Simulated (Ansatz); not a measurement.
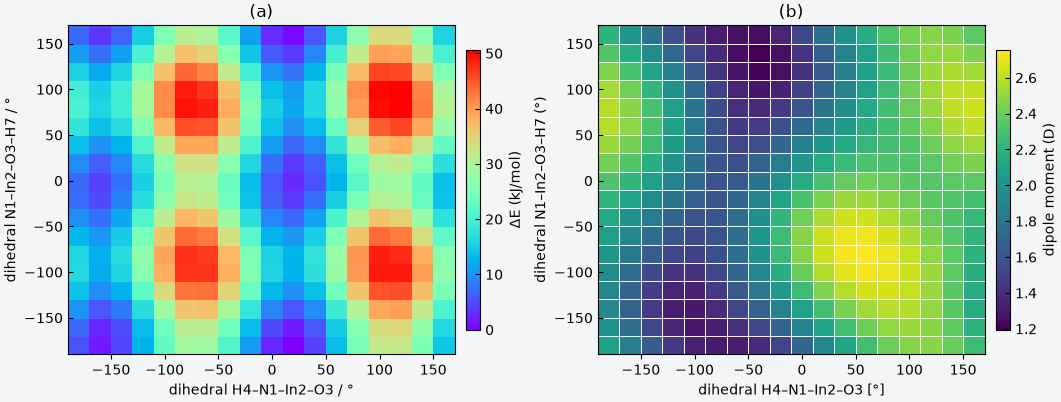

H4InNO, SMILES [NH2][InH][OH]. The first coordinate is: dihedral H4–N1–In2–O3; the second: dihedral N1–In2–O3–H7. Nothing is relaxed (all other coordinates rigid). The grid has 18 × 18 points. Points are written as (first, second). All energies are given in kJ/mol relative to the lowest grid point. These are results of Ansatz, RKS PBE0-D4/def2-SVP, not measurements.

Panel (a) is the energy and panel (b) the computed dipole moment on the same grid.

In the figure: one coloured cell a grid point.

**How does the dipole moment vary over the map, and what is it at the lowest grid point?**

Leaving out the highest fifth of the energies, it runs from 1.20 D at (−40°, 140°) to 2.75 D at (60°, −80°). At the lowest grid point, (20°, −180°), it is 1.92 D.

| dihedral N1–In2–O3–H7 ↓, dihedral H4–N1–In2–O3 → | −180 | −140 | −100 | −60 | −20 | 20 | 60 | 100 | 140 |
| --- | --- | --- | --- | --- | --- | --- | --- | --- | --- |
| 140 | 2.33 | 1.95 | 1.52 | 1.25 | 1.26 | 1.65 | 2.09 | 2.41 | 2.50 |
| 100 | 2.55 | 2.22 | 1.73 | 1.35 | 1.34 | 1.69 | 2.10 | 2.41 | 2.60 |
| 60 | 2.58 | 2.31 | 1.82 | 1.46 | 1.58 | 1.90 | 2.18 | 2.37 | 2.56 |
| 20 | 2.42 | 2.18 | 1.77 | 1.57 | 1.84 | 2.16 | 2.31 | 2.32 | 2.42 |
| −20 | 2.22 | 1.95 | 1.65 | 1.70 | 2.11 | 2.44 | 2.53 | 2.40 | 2.32 |
| −60 | 2.07 | 1.74 | 1.54 | 1.76 | 2.26 | 2.63 | 2.72 | 2.56 | 2.34 |
| −100 | 1.96 | 1.55 | 1.42 | 1.71 | 2.17 | 2.57 | 2.73 | 2.63 | 2.36 |
| −140 | 1.93 | 1.47 | 1.30 | 1.52 | 1.88 | 2.29 | 2.54 | 2.57 | 2.35 |
| −180 | 2.08 | 1.64 | 1.34 | 1.32 | 1.51 | 1.92 | 2.28 | 2.47 | 2.40 |

The table holds every second grid line.
